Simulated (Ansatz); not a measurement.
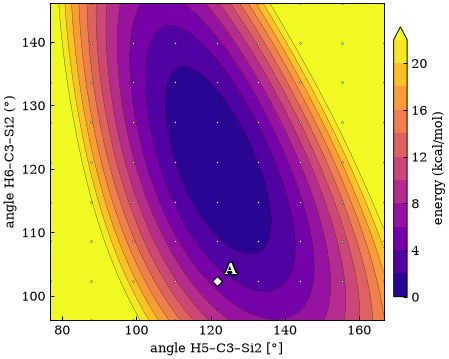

C2H3Si, SMILES C#[Si][CH2], spin multiplicity 2. Coordinates scanned: (1) angle H5–C3–Si2; (2) angle H6–C3–Si2. Nothing is relaxed (all other coordinates rigid). The grid has 9 × 9 points. Points are written as (first, second). All energies are given in kcal/mol relative to the lowest grid point. Method: Ansatz, UKS PBE0-D4/def2-TZVP.

Drawn: filled contours, dots at the grid points, one colour for all values above the top of the scale, the point A. Between grid points the surface is interpolated.

Q: Which way does the force act at A, and how strong is it?

A: A, at (121.6°, 102.3°), is not a stationary point. The computed force is 0.31 kcal/mol for each degree towards larger values of angle H5–C3–Si2 and 0.55 kcal/mol for each degree towards larger values of angle H6–C3–Si2.
